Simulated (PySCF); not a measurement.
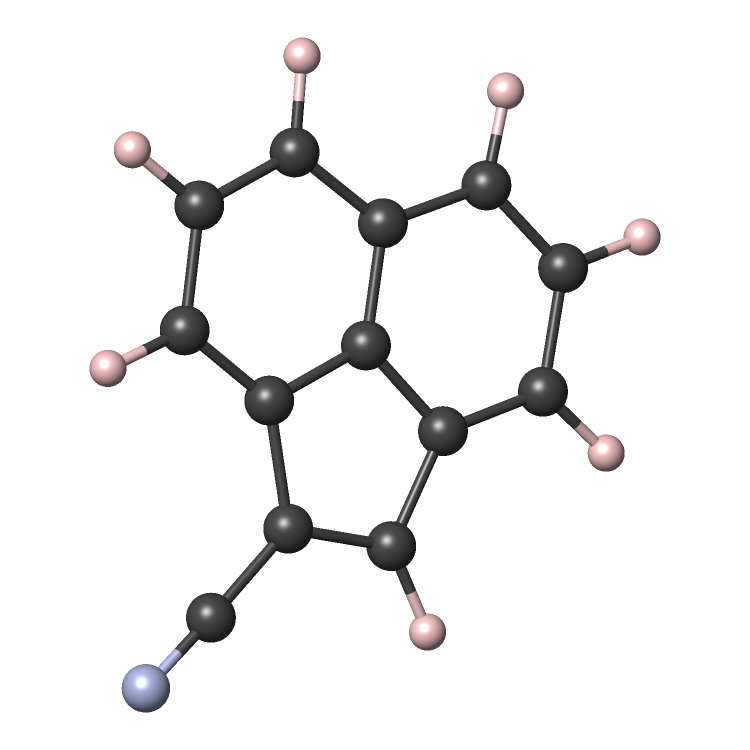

Ball-and-stick drawing of a structure. Colours: nitrogen light blue, carbon dark grey, hydrogen pink.

The geometry was computed by an optimisation with PBE0-D3(BJ)/def2-SVP. No frequency run is at hand to confirm it as a minimum.

Describe the molecule.

It has 21 atoms: 13 carbon, 7 hydrogen and 1 nitrogen (C13H7N). SMILES: `N#CC1=Cc2cccc3cccc1c23`. Independent rings (smallest set): 1 of 5 members, 2 of 6 members, 2 of them aromatic. Among its groups: nitrile, alkene. This geometry has Cs symmetry. All atoms lie on one plane. Coordination: 1 C linear; 12 C trigonal planar.

More results for the same structure follow; atom numbers are the same in all pictures, views and colours differ.

Bond orders

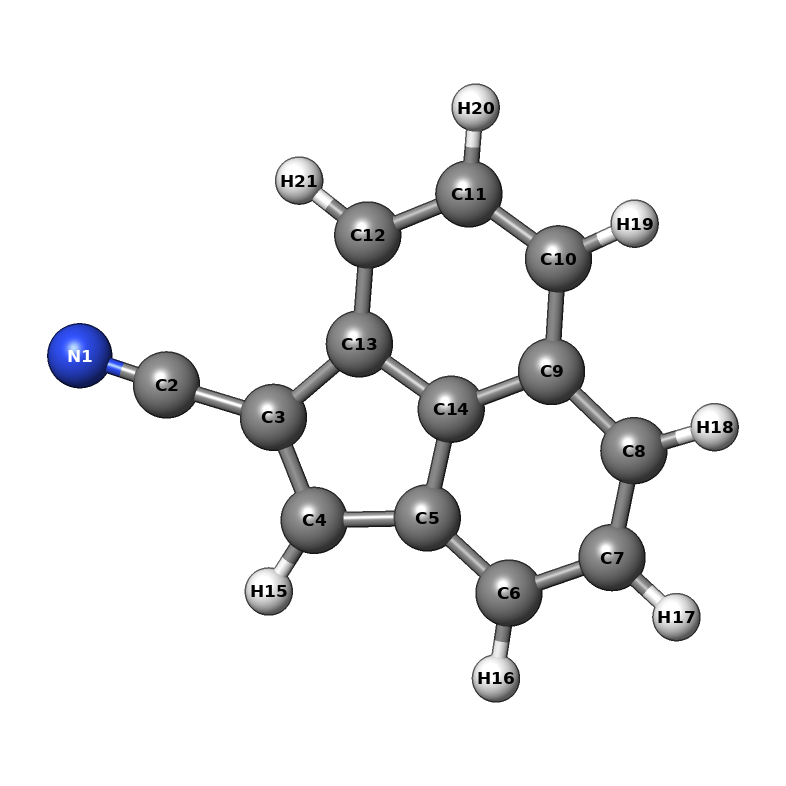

Every bond is drawn as one stick. No frequency run is at hand to confirm it as a minimum. Computed with PBE0/pcSseg-1 (PySCF 2.14.0).

Which bond between heavy atoms has the highest Mayer bond order?

N1–C2, 3.00, at a length of 1.161 Å.

List the Mayer bond orders of N1–C2, C2–C3, C3–C4, C3–C13, C4–C5, C5–C6, C5–C14, C6–C7, C7–C8, C8–C9, C9–C10, C9–C14, C10–C11, C11–C12, C12–C13, C13–C14 (bonds between heavy atoms, one of each equivalent set).

```tsv
bond	Mayer order	length (Å)
N1–C2	3.00	1.161
C2–C3	1.04	1.419
C3–C4	1.61	1.375
C3–C13	1.03	1.474
C4–C5	1.09	1.459
C5–C6	1.42	1.383
C5–C14	1.26	1.414
C6–C7	1.34	1.419
C7–C8	1.55	1.386
C8–C9	1.24	1.422
C9–C10	1.23	1.423
C9–C14	1.25	1.396
C10–C11	1.56	1.384
C11–C12	1.32	1.422
C12–C13	1.45	1.379
C13–C14	1.23	1.410
```

Ring current

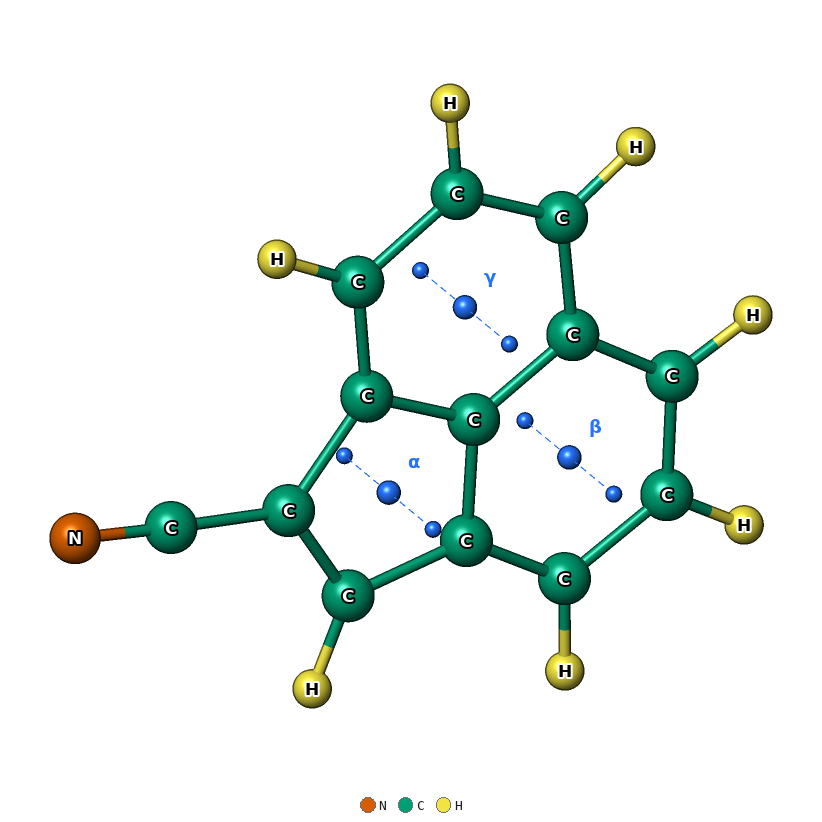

The small points mark where nucleus-independent chemical shifts (NICS) were computed: at the centre of each lettered ring and 1 Å above and below it. No frequency run is at hand to confirm it as a minimum. Level of theory: GIAO PBE0/pcSseg-1 NMR shielding, non-relativistic, gas phase (PySCF 2.14.0).

Give NICS(0), NICS(1) and the out-of-plane component NICS(1)zz for each ring (means of the two sides).

```json
{"ring": "α", "members": "C5", "NICS(0)": "1.5", "NICS(1)": "−2.4", "NICS(1)zz": "2.0"}
{"ring": "β", "members": "C6", "NICS(0)": "−7.0", "NICS(1)": "−10.1", "NICS(1)zz": "−23.7"}
{"ring": "γ", "members": "C6", "NICS(0)": "−7.3", "NICS(1)": "−10.3", "NICS(1)zz": "−23.9"}
```

Values in ppm.

What do the values say about the ring currents?

Ring α: weak, as in a non-aromatic ring. Ring β: diatropic, as in an aromatic ring. Ring γ: diatropic, as in an aromatic ring. NICS is one index among several.

Dipole moment

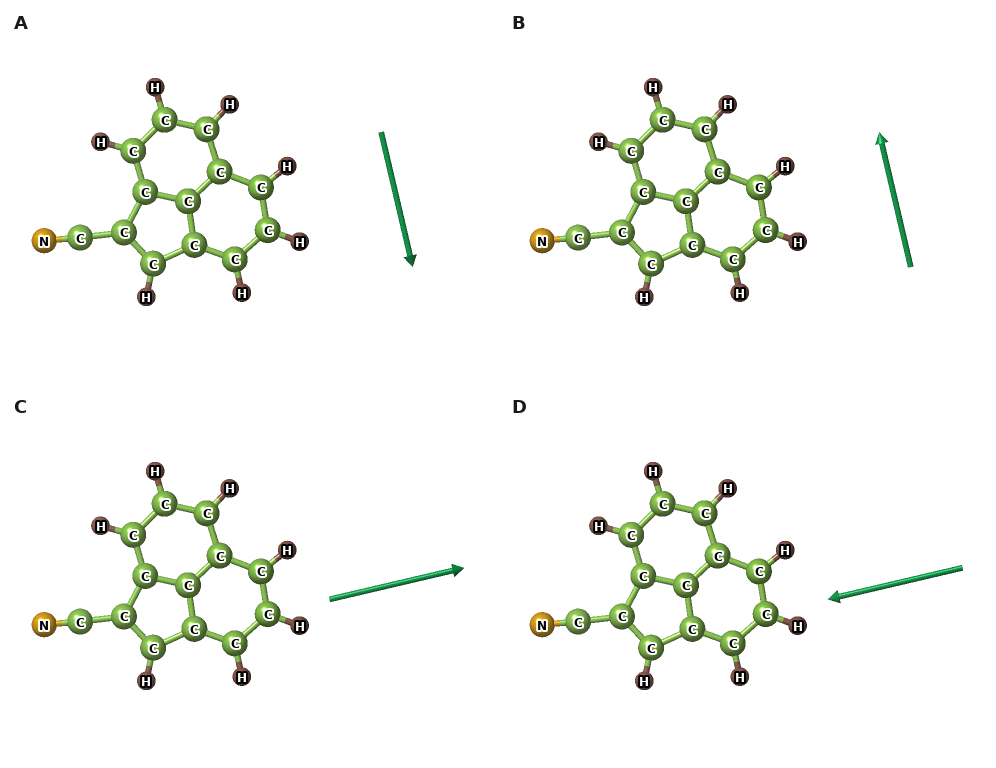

The same molecule four times, each with an arrow. No frequency run is at hand to confirm it as a minimum. Level of theory: KT2/pcSseg-1, gas phase (PySCF 2.14.0).

Which arrow points along the dipole moment, from the negative to the positive end?

C. The dipole moment is 5.38 D.

Electronic properties

No frequency run is at hand to confirm it as a minimum. Level of theory: CAM-B3LYP/def2-SVPD, gas phase (PySCF 2.14.0). Excitations: vertical, linear response.

What is the mean static polarisability?

159.6 bohr³.

Estimate the lowest vertical singlet excitation.

3.26 eV.

What is the brightest of the 10 lowest singlets?

6.27 eV.

What is the HOMO energy (Kohn–Sham orbital)?

−8.10 eV.
